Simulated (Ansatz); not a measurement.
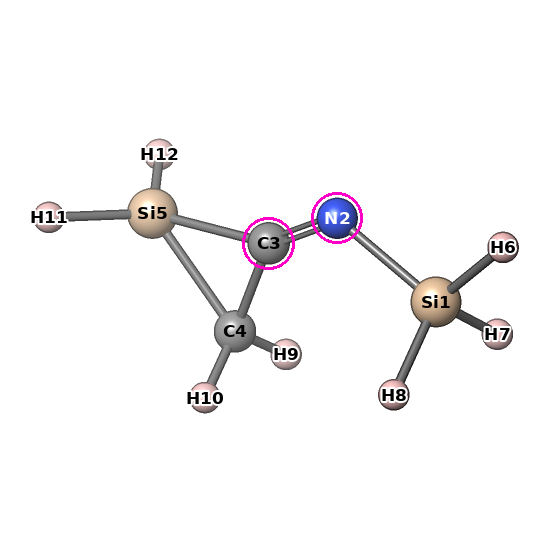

Distant atoms are faded towards the background colour. Circles mark the stereogenic atoms. The computed structure is the end point of a PBE-D4/def2-SVP optimisation. No frequency run is at hand to confirm it as a minimum.

**Assign CIP descriptors.**

N2=C3: E.
